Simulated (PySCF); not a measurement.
Consider C5H6F6P (charge +1).

```yaml
atoms:
  - { symbol: C, position_ang: [0.1248, 1.4038, -1.2678] }
  - { symbol: P, position_ang: [0.3006, 0.2328, 0.0819] }
  - { symbol: C, position_ang: [-1.1839, -0.8009, 0.3255] }
  - { symbol: C, position_ang: [-2.3493, 0.1637, 0.5445] }
  - { symbol: F, position_ang: [-2.8067, 0.6359, -0.6129] }
  - { symbol: F, position_ang: [-3.3466, -0.3504, 1.2246] }
  - { symbol: F, position_ang: [-1.8752, 1.2383, 1.2237] }
  - { symbol: C, position_ang: [1.6068, -0.9500, -0.3160] }
  - { symbol: F, position_ang: [1.2238, -1.8477, -1.2311] }
  - { symbol: C, position_ang: [2.8409, -0.9148, 0.1962] }
  - { symbol: F, position_ang: [3.8287, -1.7068, -0.0607] }
  - { symbol: F, position_ang: [3.1376, 0.0168, 1.0788] }
  - { symbol: H, position_ang: [-0.0847, 0.8608, -2.1948] }
  - { symbol: H, position_ang: [-0.6892, 2.1046, -1.0704] }
  - { symbol: H, position_ang: [1.0561, 1.9633, -1.3823] }
  - { symbol: H, position_ang: [0.6515, 0.8338, 1.2683] }
  - { symbol: H, position_ang: [-1.3738, -1.4321, -0.5515] }
  - { symbol: H, position_ang: [-1.0703, -1.4448, 1.2059] }
```

Geometry: GFN2-xTB.

Theory: PySCF 2.14.0, PBE0/pcSseg-1, SCF density, gas phase, non-relativistic.

Question: What will maps of the electron density and electron localisation function show?

Answer: C–F (1.29 Å): the density is about 2.6 e/Å³ at the midpoint; the ELF peaks at about 0.85 between the atoms (a shared but strongly polarised pair).
C–C (1.34 Å): the density is about 2.3 e/Å³ at the midpoint; the ELF peaks at about 0.90 between the atoms: a multiple bond.
C–P (1.81 Å): the density is about 1.2 e/Å³ at the midpoint; the ELF peaks at about 0.95 between the atoms: a shared electron pair.
C–F (1.34 Å): ρ is about 2.3 e/Å³ halfway; the ELF peaks at about 0.85 between the atoms: a polar covalent bond.

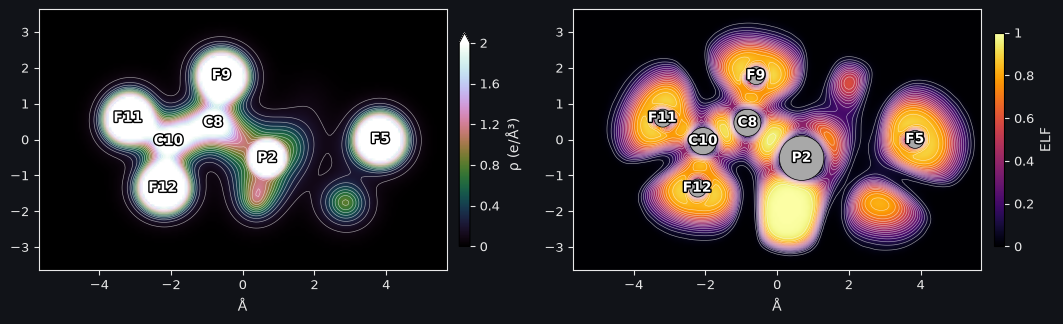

Computed electron density and electron localisation function on the plane of atoms F9, C8 and C10, in this order. Grey discs cover the atomic cores in the ELF map. 
